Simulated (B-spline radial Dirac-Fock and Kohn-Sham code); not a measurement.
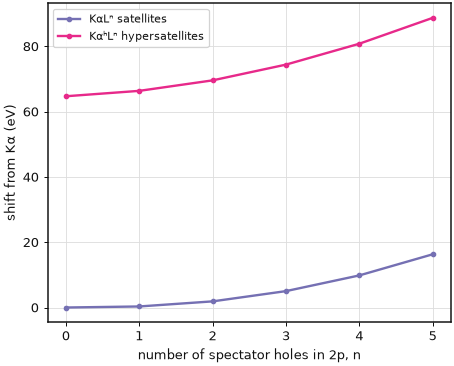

Shifts of Kα satellites and hypersatellites with the number of spectator holes in 2p, counted from the Kα line without spectators. Species: N³⁻, configuration [Ne], inside a Watson sphere of charge +3 and radius 1.752 Å that stands in for a crystal. The calculation used Dirac–Fock ΔSCF (average of configuration, Fermi nucleus, Breit and QED terms, no correlation) (a B-spline radial atomic code).

What does the first 2p spectator hole do to the line, and why?

It shifts it up by 0.320 eV: the missing electron screens the nucleus less, and the 1s binding energy rises more than the 2p one.

How far above Kα is the hypersatellite?

64.7 eV as an average over the ¹P and ³P final terms; Kα itself is at 394.7 eV. In light elements only ¹P radiates, so the observed line lies somewhat lower.
